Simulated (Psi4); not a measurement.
# PBE0/6-311G(d,p) (density fitting) run of NO2F (nitryl fluoride)

Aim: a short trajectory of NO2F (nitryl fluoride). 

The calculation is run with Psi4 1.11.

## Step 1: Starting point

NO2F has 4 atoms, charge 0, and is taken as a singlet. SMILES: `O=[N+]([O-])F`. Geometry: relaxed at PBE0-D4/def2-TZVP. The run starts from this shape.

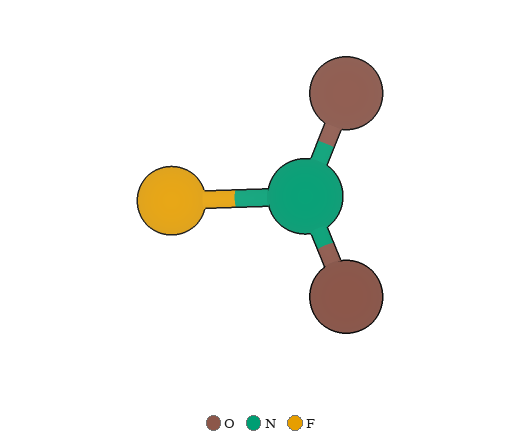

Viewed from a chosen angle; oxygen brown, nitrogen teal, fluorine amber.

## Step 2: Molecular dynamics at PBE0/6-311G(d,p) (density fitting)

Input file fno2.xyz:

```xyz
4
FNO2
O      0.188290     0.469930     1.120250
N      0.079720    -0.071800     0.089140
O      0.476580    -1.068680    -0.376880
F     -0.744590     0.670550    -0.832510
```

Input file fno2_ase.py:

```python
import numpy as np
from ase.calculators.psi4 import Psi4
from ase.io import read
from ase import units
from ase.md.velocitydistribution import MaxwellBoltzmannDistribution, Stationary
from ase.md.verlet import VelocityVerlet

a = read('fno2.xyz')
calc = Psi4(atoms=a, method='pbe0', basis='6-311G**', memory='1600MB', num_threads=1, charge=0, multiplicity=1, label='calc')
a.calc = calc

MaxwellBoltzmannDistribution(a, temperature_K=1000.0, rng=np.random.default_rng(811))
Stationary(a)
dyn = VelocityVerlet(a, 0.25 * units.fs)
def show():
    ep, ek = a.get_potential_energy(), a.get_kinetic_energy()
    print(f'step {dyn.nsteps:3d}  Epot {ep:14.6f}  Ekin {ek:9.6f}  Etot {ep + ek:14.6f} eV  T {a.get_temperature():7.1f} K')
dyn.attach(show)
dyn.run(15)
```

Started as:

```console
$ python fno2_ase.py
```

calc.dat:

```text
gradient() will perform analytic gradient computation.

   => Loading Basis Set <=

    Name: 6-311G**
    Role: ORBITAL
    Keyword: BASIS

         ---------------------------------------------------------
                                   SCF
                              RKS Reference
                        1 Threads,   1525 MiB Core
         ---------------------------------------------------------

  ==> Geometry <==

    Molecular point group: c1
    Full point group: C1

    Geometry (in Angstrom), charge = 0, multiplicity = 1:

       Center              X                  Y                   Z               Mass
    ------------   -----------------  -----------------  -----------------  -----------------
         O            0.228679343859     0.410688517028     1.180567515354    15.994914619570
         N            0.084653982379    -0.084716025074     0.127216541469    14.003074004430
         O            0.492562643164    -1.108294200374    -0.373737077630    15.994914619570
         F           -0.669615223635     0.649761351309    -0.773044264976    18.998403162730

  Running in c1 symmetry.

  Rotational constants: A =      0.44040  B =      0.40490  C =      0.21097 [cm^-1]
  Rotational constants: A =  13202.99867  B =  12138.74580  C =   6324.60248 [MHz]
  Nuclear repulsion =  124.658669254158212

  Charge       = 0
  Multiplicity = 1
  Electrons    = 32
  Nalpha       = 16
  Nbeta        = 16

  ==> Algorithm <==

  SCF Algorithm Type is DF.
  DIIS enabled.
  MOM disabled.
  Fractional occupation disabled.
  Guess Type is SAD.
  Energy threshold   = 1.00e-08
  Density threshold  = 1.00e-08
  Integral threshold = 1.00e-12

  ==> Primary Basis <==

  Basis Set: 6-311G**
    Blend: 6-311G**
    Number of shells: 32
    Number of basis functions: 72
    Number of Cartesian functions: 76
    Spherical Harmonics?: true
    Max angular momentum: 2

  ==> DFT Potential <==

   => LibXC <=

    Version 7.1.2

   => Composite Functional: PBE0 <=

    PBE0 Hyb-GGA Exchange-Correlation Functional

    Deriv               =              1
    GGA                 =           TRUE
    Meta                =          FALSE

    Exchange Hybrid     =           TRUE
    MP2 Hybrid          =          FALSE

   => Exchange Functionals <=

    0.7500   Perdew, Burke & Ernzerhof

   => Exact (HF) Exchange <=

    0.2500               HF

   => Correlation Functionals <=

    1.0000   Perdew, Burke & Ernzerhof

   => LibXC Density Thresholds  <==

    XC_HYB_GGA_XC_PBEH:  1.00E-15

   => Molecular Quadrature <=

    Radial Scheme          =       TREUTLER
    Pruning Scheme         =           NONE
    Nuclear Scheme         =       TREUTLER

    Blocking Scheme        =         OCTREE
    BS radius alpha        =              1
    Pruning alpha          =              1
    Radial Points          =             75
    Spherical Points       =            302
    Total Points           =          85072
    Total Blocks           =            689
    Max Points             =            256
    Max Functions          =             72
    Weights Tolerance      =       1.00E-15

   => Loading Basis Set <=

    Name: (6-311G** AUX)
    Role: JKFIT
    Keyword: DF_BASIS_SCF

  ==> Integral Setup <==

  DFHelper Memory: AOs need 0.014 GiB; user supplied 0.972 GiB.
  SCF_SUBTYPE=INCORE selected. In-core MEM_DF algorithm will be used.
  Using in-core AOs.

  ==> MemDFJK: Density-Fitted J/K Matrices <==

    J tasked:                   Yes
    K tasked:                   Yes
    wK tasked:                   No
    Memory [MiB]:               995
    Algorithm:                 Core
    Schwarz Cutoff:           1E-12
    Mask sparsity (%):       1.5432
    Fitting Condition:        1E-10

   => Auxiliary Basis Set <=

  Basis Set: (6-311G** AUX)
    Blend: CC-PVTZ-JKFIT
    Number of shells: 100
    Number of basis functions: 316
    Number of Cartesian functions: 384
    Spherical Harmonics?: true
    Max angular momentum: 4

  Cached 100.0% of DFT collocation blocks in 0.145 [GiB].

  Minimum eigenvalue in the overlap matrix is 5.8249048462E-03.
  Reciprocal condition number of the overlap matrix is 1.4227505945E-03.
    Using symmetric orthogonalization.

  ==> Pre-Iterations <==

  SCF Guess: Superposition of Atomic Densities via on-the-fly atomic UHF (no occupation information).

   -------------------------
    Irrep   Nso     Nmo
   -------------------------
     A         72      72
   -------------------------
    Total      72      72
   -------------------------

  ==> Iterations <==

                           Total Energy        Delta E     RMS |[F,P]|

   @DF-RKS iter SAD:  -304.53386106320391   -3.04534e+02   0.00000e+00
   @DF-RKS iter   1:  -304.48682514613245    4.70359e-02   1.04328e-02 DIIS/ADIIS
   @DF-RKS iter   2:  -304.02904772646758    4.57777e-01   1.95483e-02 DIIS/ADIIS
   @DF-RKS iter   3:  -304.65525939856565   -6.26212e-01   2.51017e-03 DIIS/ADIIS
   @DF-RKS iter   4:  -304.65972662164108   -4.46722e-03   1.75465e-03 DIIS/ADIIS
   @DF-RKS iter   5:  -304.66481318064854   -5.08656e-03   5.63645e-04 DIIS/ADIIS
   @DF-RKS iter   6:  -304.66533833146428   -5.25151e-04   1.76112e-04 DIIS/ADIIS
   @DF-RKS iter   7:  -304.66539422574903   -5.58943e-05   1.85786e-05 DIIS
   @DF-RKS iter   8:  -304.66539494299559   -7.17247e-07   1.29278e-06 DIIS
   @DF-RKS iter   9:  -304.66539495521641   -1.22208e-08   4.39380e-07 DIIS
   @DF-RKS iter  10:  -304.66539495574193   -5.25517e-10   7.22342e-08 DIIS
   @DF-RKS iter  11:  -304.66539495575313   -1.11982e-11   1.55894e-08 DIIS
   @DF-RKS iter  12:  -304.66539495575347   -3.41061e-13   1.47530e-09 DIIS
  Energy and wave function converged.

  ==> Post-Iterations <==

   Electrons on quadrature grid:
      Ntotal   =   31.9999999658 ; deviation = -3.423e-08

    Orbital Energies [Eh]
    ---------------------

    Doubly Occupied:

       1A    -24.834975     2A    -19.314313     3A    -19.299607
       4A    -14.730769     5A     -1.406485     6A     -1.257396
       7A     -1.186689     8A     -0.751870     9A     -0.650470
      10A     -0.646201    11A     -0.607497    12A     -0.495183
      13A     -0.475768    14A     -0.422845    15A     -0.393950
      16A     -0.370770

    Virtual:

      17A     -0.096050    18A      0.006793    19A      0.223582
      20A      0.389313    21A      0.528249    22A      0.564276
      23A      0.580991    24A      0.591657    25A      0.722996
      26A      0.749895    27A      0.781932    28A      0.819685
      29A      0.844418    30A      0.852496    31A      0.976791
      32A      1.008538    33A      1.099382    34A      1.234872
      35A      1.515103    36A      1.638712    37A      1.645992
      38A      1.706158    39A      2.056132    40A      2.066663
      41A      2.288280    42A      2.733128    43A      2.746286
      44A      2.757243    45A      2.823046    46A      2.936855
      47A      3.114412    48A      3.185041    49A      3.405501
      50A      3.424298    51A      3.605270    52A      3.617223
      53A      3.718231    54A      3.744555    55A      3.757288
      56A      3.891819    57A      4.015774    58A      4.345211
      59A      4.731508    60A      4.812259    61A      4.815575
      62A      4.846261    63A      4.920202    64A      5.426949
      65A      5.952379    66A      6.042167    67A      6.098824
      68A      6.452175    69A     35.287919    70A     49.868882
      71A     50.020437    72A     66.791703

    Final Occupation by Irrep:
              A
    DOCC [    16 ]
    NA   [    16 ]
    NB   [    16 ]

  @DF-RKS Final Energy:  -304.66539495575347

   => Energetics <=

    Nuclear Repulsion Energy =            124.6586692541582124
    One-Electron Energy =                -666.4809869478060591
    Two-Electron Energy =                 263.0708606586319434
    DFT Exchange-Correlation Energy =     -25.9139379207375526
    Empirical Dispersion Energy =           0.0000000000000000
    VV10 Nonlocal Energy =                  0.0000000000000000
    Total Energy =                       -304.6653949557534702

Computation Completed

Properties will be evaluated at   0.000000,   0.000000,   0.000000 [a0]

Properties computed using the SCF density matrix

 Multipole Moments:

 ------------------------------------------------------------------------------------
     Multipole            Electronic (a.u.)      Nuclear  (a.u.)        Total (a.u.)
 ------------------------------------------------------------------------------------

 L = 1.  Multiply by 2.5417464519 to convert [e a0] to [Debye]
 Dipole X            :         -0.6953755            0.6349041           -0.0604715
 Dipole Y            :          0.7171027           -0.6160611            0.1010416
 Dipole Z            :         -0.7056475            0.7327619            0.0271144
 Magnitude           :                                                    0.1208363

 ------------------------------------------------------------------------------------

	total time  =          2 seconds =       0.03 minutes

         ------------------------------------------------------------
                                   SCF GRAD
         ------------------------------------------------------------

  ==> Geometry <==

    Molecular point group: c1
    Full point group: C1

    Geometry (in Angstrom), charge = 0, multiplicity = 1:

       Center              X                  Y                   Z               Mass
    ------------   -----------------  -----------------  -----------------  -----------------
         O            0.228679343859     0.410688517028     1.180567515354    15.994914619570
         N            0.084653982379    -0.084716025074     0.127216541469    14.003074004430
         O            0.492562643164    -1.108294200374    -0.373737077630    15.994914619570
         F           -0.669615223635     0.649761351309    -0.773044264976    18.998403162730

  Nuclear repulsion =  124.658669254158212

  ==> Basis Set <==

  Basis Set: 6-311G**
    Blend: 6-311G**
    Number of shells: 32
    Number of basis functions: 72
    Number of Cartesian functions: 76
    Spherical Harmonics?: true
    Max angular momentum: 2

  ==> DFJKGrad: Density-Fitted SCF Gradients <==

    Gradient:                    1
    J tasked:                  Yes
    K tasked:                  Yes
    wK tasked:                  No
    Integrals threads:           1
    Memory [MiB]:             1144
    Schwarz Cutoff:          1E-12
    Fitting Condition:       1E-10

   => Auxiliary Basis Set <=

  Basis Set: (6-311G** AUX)
    Blend: CC-PVTZ-JKFIT
    Number of shells: 100
    Number of basis functions: 316
    Number of Cartesian functions: 384
    Spherical Harmonics?: true
    Max angular momentum: 4

  ==> DFT Potential <==

   => LibXC <=

    Version 7.1.2

   => Composite Functional: PBE0 <=

    PBE0 Hyb-GGA Exchange-Correlation Functional

    Deriv               =              1
    GGA                 =           TRUE
    Meta                =          FALSE

    Exchange Hybrid     =           TRUE
    MP2 Hybrid          =          FALSE

   => Exchange Functionals <=

    0.7500   Perdew, Burke & Ernzerhof

   => Exact (HF) Exchange <=

    0.2500               HF

   => Correlation Functionals <=

    1.0000   Perdew, Burke & Ernzerhof

   => LibXC Density Thresholds  <==

    XC_HYB_GGA_XC_PBEH:  1.00E-15

   => Molecular Quadrature <=

    Radial Scheme          =       TREUTLER
    Pruning Scheme         =           NONE
    Nuclear Scheme         =       TREUTLER

    Blocking Scheme        =         OCTREE
    BS radius alpha        =              1
    Pruning alpha          =              1
    Radial Points          =             75
    Spherical Points       =            302
    Total Points           =          85072
    Total Blocks           =            689
    Max Points             =            256
    Max Functions          =             72
    Weights Tolerance      =       1.00E-15

  -Total Gradient:
     Atom            X                  Y                   Z
    ------   -----------------  -----------------  -----------------
       1        0.004955227639    -0.001720257004     0.002188596510
       2       -0.032020866137     0.050597650876     0.014323122270
       3        0.015157641236    -0.035225514294    -0.022284797068
       4        0.011936272451    -0.013659453656     0.005788622208

	total time  =          1 seconds =       0.02 minutes
```

On the terminal:

```text
step   0  Epot   -8290.448611  Ekin  0.418101  Etot   -8290.030511 eV  T   808.6 K
step   1  Epot   -8290.448629  Ekin  0.418125  Etot   -8290.030504 eV  T   808.7 K
step   2  Epot   -8290.447509  Ekin  0.417013  Etot   -8290.030496 eV  T   806.5 K
step   3  Epot   -8290.445293  Ekin  0.414805  Etot   -8290.030489 eV  T   802.3 K
step   4  Epot   -8290.442048  Ekin  0.411566  Etot   -8290.030482 eV  T   796.0 K
step   5  Epot   -8290.437854  Ekin  0.407376  Etot   -8290.030478 eV  T   787.9 K
step   6  Epot   -8290.432807  Ekin  0.402331  Etot   -8290.030477 eV  T   778.1 K
step   7  Epot   -8290.427016  Ekin  0.396537  Etot   -8290.030480 eV  T   766.9 K
step   8  Epot   -8290.420595  Ekin  0.390108  Etot   -8290.030487 eV  T   754.5 K
step   9  Epot   -8290.413662  Ekin  0.383163  Etot   -8290.030499 eV  T   741.1 K
step  10  Epot   -8290.406336  Ekin  0.375821  Etot   -8290.030515 eV  T   726.9 K
step  11  Epot   -8290.398731  Ekin  0.368202  Etot   -8290.030529 eV  T   712.1 K
step  12  Epot   -8290.390958  Ekin  0.360421  Etot   -8290.030537 eV  T   697.1 K
step  13  Epot   -8290.383120  Ekin  0.352590  Etot   -8290.030530 eV  T   681.9 K
step  14  Epot   -8290.375322  Ekin  0.344817  Etot   -8290.030505 eV  T   666.9 K
step  15  Epot   -8290.367670  Ekin  0.337203  Etot   -8290.030467 eV  T   652.2 K
```

Wall time 54 s (1 thread of Intel Xeon at 2.60GHz (Ice Lake), shared host); peak memory 0.55 GiB.

Steps, from the record of the run:

| step | potential energy change (eV) | largest force (eV/Å) |
| --- | --- | --- |
| 0 | 0.0000 | 0.2013 |
| 1 | 0.0000 | 0.2779 |
| 2 | 0.0011 | 0.5462 |
| 3 | 0.0033 | 0.8268 |
| 4 | 0.0066 | 1.1008 |
| 5 | 0.0108 | 1.3636 |
| 6 | 0.0158 | 1.6131 |
| 7 | 0.0216 | 1.8482 |
| 8 | 0.0280 | 2.0680 |
| 9 | 0.0349 | 2.2720 |
| 10 | 0.0423 | 2.4601 |
| 11 | 0.0499 | 2.6322 |
| 12 | 0.0577 | 2.7885 |
| 13 | 0.0655 | 2.9294 |
| 14 | 0.0733 | 3.0552 |
| 15 | 0.0809 | 3.1660 |

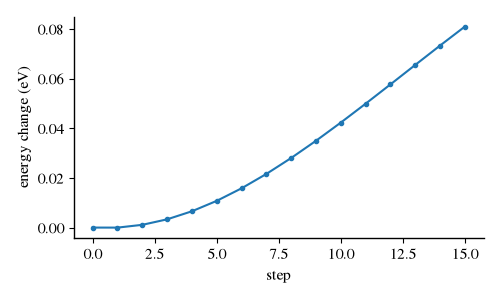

Energy along the run.

## Step 3: What came out

Level: PBE0/6-311G** (density fitting).

| quantity | value |
| --- | --- |
| potential energy of the last frame | -304.66539 Eh |
